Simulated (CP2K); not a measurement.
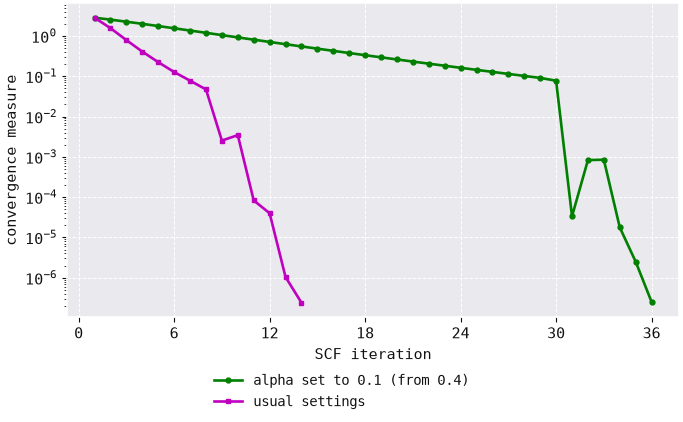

Two SCF runs that differ in one setting.
The run: H3O (SMILES [OH3+]) (charge +1), by CP2K 2026.2, RKS PBE0, DZVP-MOLOPT-PBE0-GTH.

Q: Which runs converged, and in how many iterations?

A: “usual settings” converged in 14 iterations. “alpha set to 0.1 (from 0.4)” converged in 36 iterations. CP2K mixes the density linearly, with weight alpha, until the error falls below EPS_DIIS, and only then turns to DIIS. That happens at step 8 with the usual settings and at step 30 in the changed run. Both end at the same energy within 1 meV.
